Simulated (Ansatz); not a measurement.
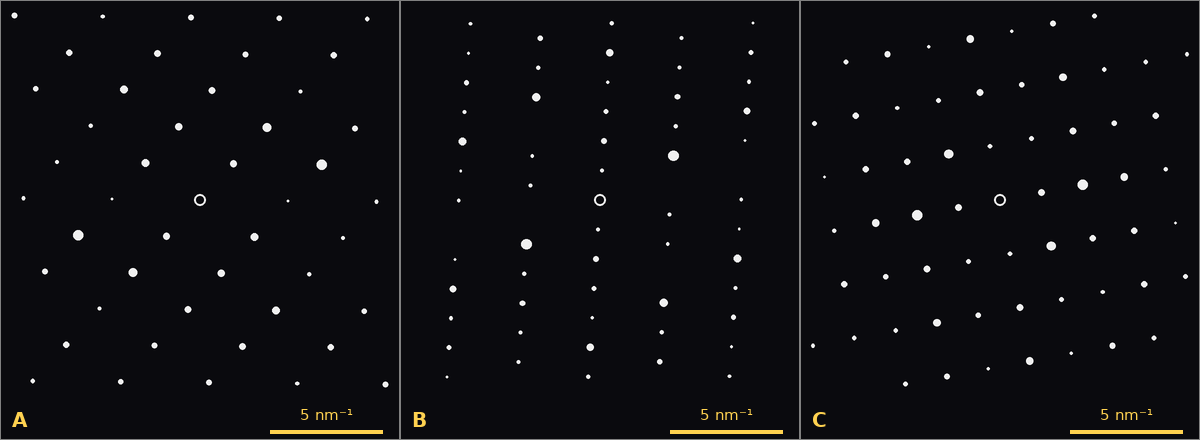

Kinematic electron diffraction patterns (300 kV, B = 0.5 Å², same scale, each along a low-index zone) of three structures of composition Zn2S3, each relaxed at zero pressure with Ansatz, DFT PBE, scalar-relativistic, plane waves, PAW.

The structures (standard cells):
1. P321 (No. 150), a = 4.699 Å, c = 5.276 Å (hexagonal axes), 5 atoms; generated start, possibly hypothetical
2. R-3c (No. 167), a = 6.079 Å, c = 17.478 Å (hexagonal axes), 30 atoms; generated start, possibly hypothetical
3. R-3m (No. 166), a = 3.642 Å, c = 22.599 Å (hexagonal axes), 15 atoms; generated start, possibly hypothetical

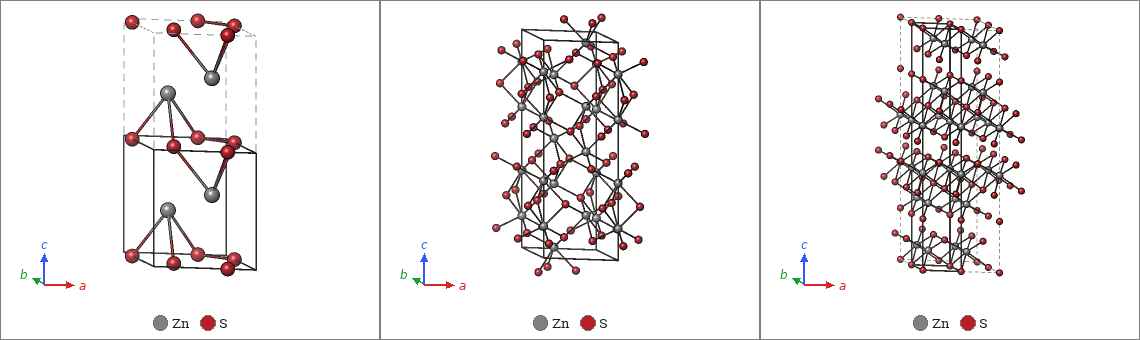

Drawings of the structures 1 to 3, from left to right (each may span several cells).

Question: Which pattern belongs to which structure, and along which zone?

Answer: A is structure 2 along [100] or an equivalent direction: oblique net of 0 1 2 at d = 4.51 Å and 0 1 -4 at d = 3.36 Å, 81.4° apart (some points of this net are extinct or too weak to see). B is structure 3 along [100] or an equivalent direction: oblique net of 0 0 3 (weak) at d = 7.53 Å and 0 -1 1 (weak) at d = 3.12 Å, 82.1° apart (some points of this net are extinct or too weak to see). C is structure 1 along [100] or an equivalent direction: rectangular net of 0 0 1 at d = 5.28 Å and 0 1 0 at d = 4.07 Å, 90.0° apart.

Question: Rank the structures by their computed energy.

Answer: Structure 3 (R-3m, 17.31 Å³ an atom) is the lowest of these; structure 2 (R-3c, 18.64 Å³ an atom) lies about 38 meV an atom higher; structure 1 (P321, 20.18 Å³ an atom) lies about 590 meV an atom higher. These are static energies at 0 K; other structures, not shown, may lie lower still.
